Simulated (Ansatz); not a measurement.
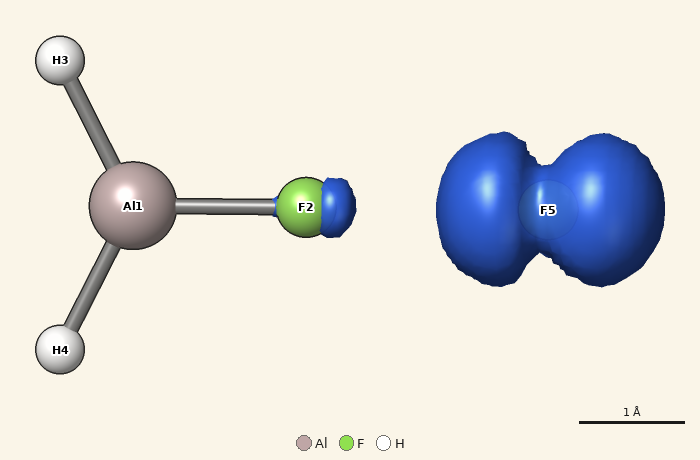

*AlFH₂···F (doublet). Isosurfaces of the spin density (α minus β) at +0.04 (blue) and −0.04 e/Å³ (red), seen across its widest extent.*

These are results of UKS BHLYP-D4/def2-SVP (Ansatz), not measurements.

```xyz
5

Al    0.0000    0.0000   -0.1032
F     0.0000    0.0000    1.5712
H     1.3933    0.0000   -0.8100
H    -1.3933    0.0000   -0.8100
F     0.0000    0.0000    3.9121
```

Which atoms carry the spin?

Answer. The unpaired spin (1 electron) lies mostly on F5 (about 1.0), in electrons by Hirshfeld's partition. Only one sign reaches the isovalue.
